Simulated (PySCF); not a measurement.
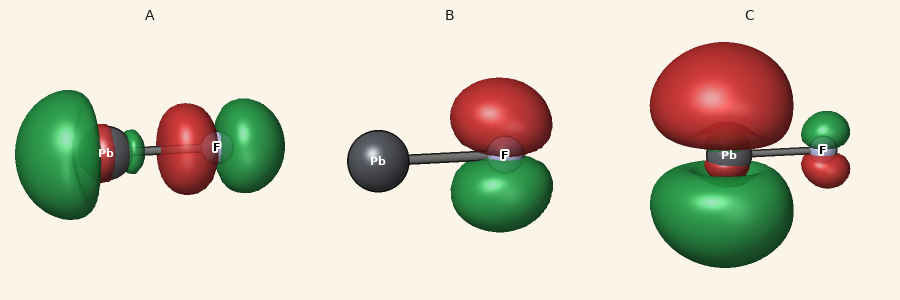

Figure. PbF (charge +1). Three frontier orbitals, each drawn at the value that holds 80 % of its norm (green and red are the two phases), in no order; of a degenerate pair one member is drawn.

Core potentials replace the inner electrons of Pb.

The calculation used PySCF, PBE0/aug-cc-pVDZ(-PP), non-relativistic Hamiltonian with scalar-relativistic core potentials where named, at a bond length of 2.004 Å.

Question: Name the orbitals and rank them from lowest to highest energy.

Answer: Orbital B: π, occupied, −16.40 eV; mainly on F (90 %).
Orbital A: σ, occupied, −16.17 eV; shared between the atoms (Pb 35 %, F 65 %).
Orbital C: π, empty, −9.11 eV; mainly on Pb (95 %).
